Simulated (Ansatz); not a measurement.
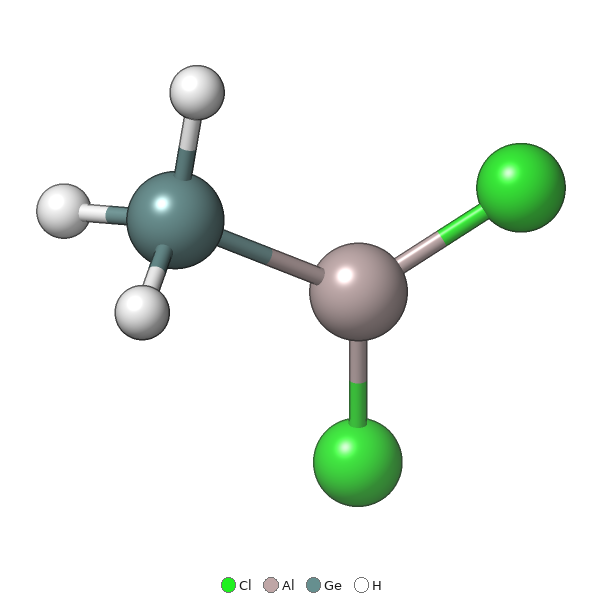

Computed geometry: PBE0-D4/def2-TZVP optimisation.

What does the picture show?

It has 7 atoms: 1 aluminium, 2 chlorine, 1 germanium and 3 hydrogen (AlCl₂GeH₃). SMILES: `[Cl][Al]([Cl])[GeH3]`. This geometry has Cs symmetry. Coordination: 1 Al trigonal planar; 1 Ge tetrahedral.

More results for the same structure follow; atom numbers are the same in all pictures, views and colours differ.

## Shape

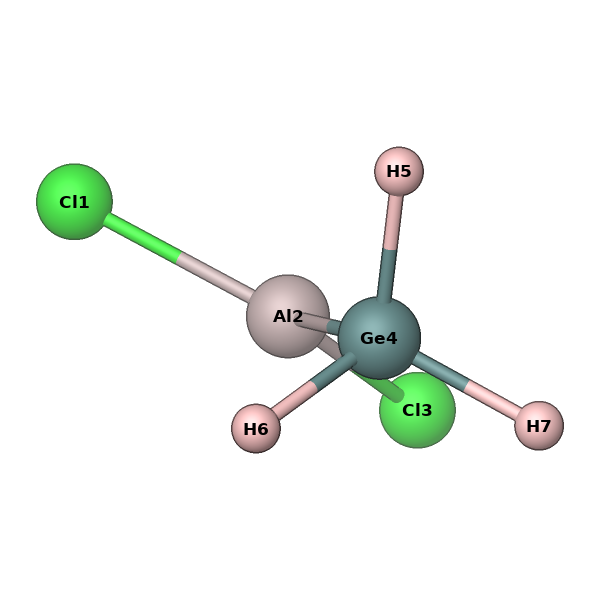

Al2 lies behind Ge4. The molecule seen a little off the Ge4–Al2 bond, Ge4 in front. Atoms fade into the background with distance from the viewer.

> What is the torsion angle H5–Ge4–Al2–Cl1? The sign is positive where the front bond must turn clockwise to cover the back bond.

−59°, synclinal (gauche).

## Dipole moment

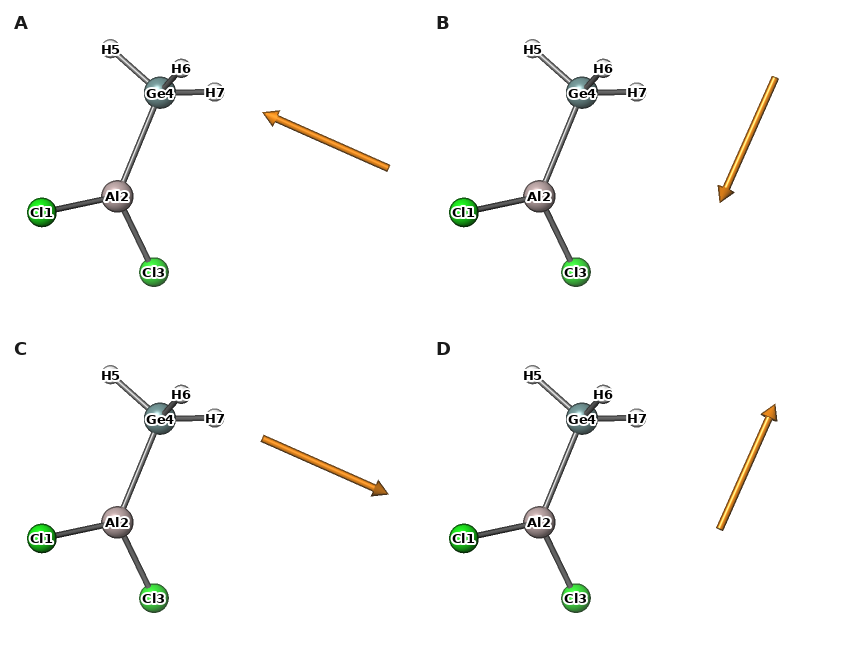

The same molecule four times, each with an arrow. Method: RKS PBE0-D4/def2-TZVP (Ansatz 0.2.0).

> Which arrow points along the dipole moment, from the negative to the positive end?

D. The dipole moment is 1.39 D; it points from the side of Cl1, Cl3 to the side of H5, H6, H7 (the outermost atoms at the two ends).

## Vibrations

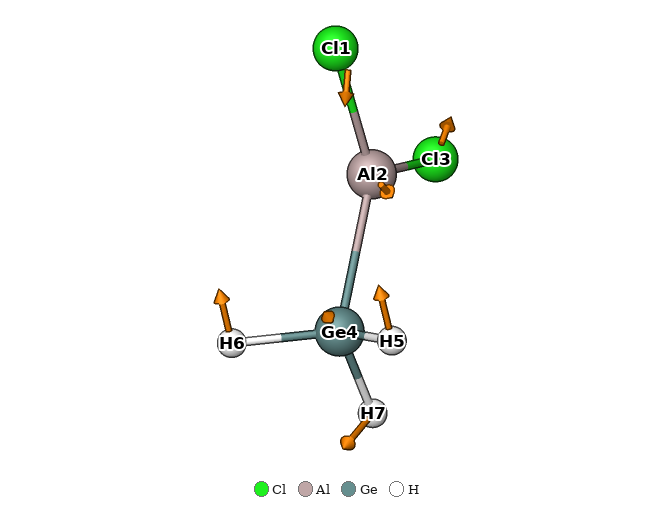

The arrows show one normal mode. Harmonic vibrations computed with RKS PBE0-D4/def2-TZVP (Ansatz 0.2.0) at a stationary point of the same level.

> Describe the motion.

Mostly Cl–Al–Ge bending.

> Estimate its harmonic wavenumber.

83 cm⁻¹; it is mode 2 of 15 counted from the lowest.

## Charges

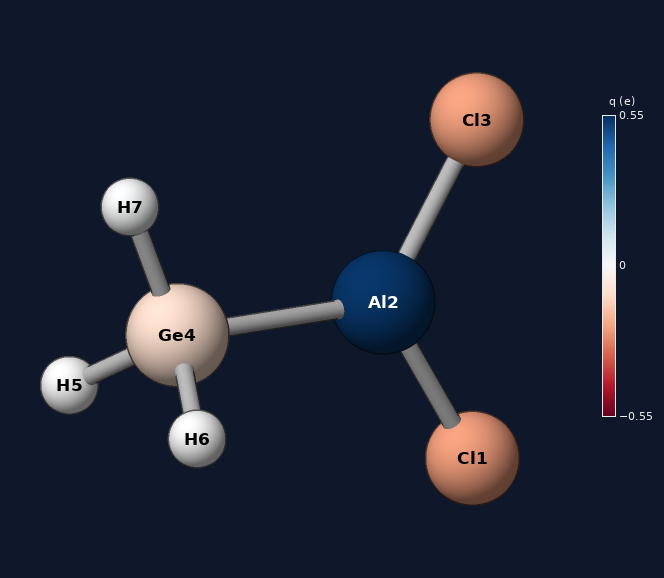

Atoms are coloured by their Mulliken charges. Level of theory: RKS B3LYP-D4/def2-TZVPP (Ansatz 0.2.0).

List the Mulliken charges.

| atom | value (e) |
| --- | --- |
| Cl1 | −0.23 |
| Al2 | 0.53 |
| Cl3 | −0.22 |
| Ge4 | −0.09 |
| H5 | 0.00 |
| H6 | 0.00 |
| H7 | 0.01 |

Mulliken values depend strongly on the basis set and can even reverse the polarity of a bond.
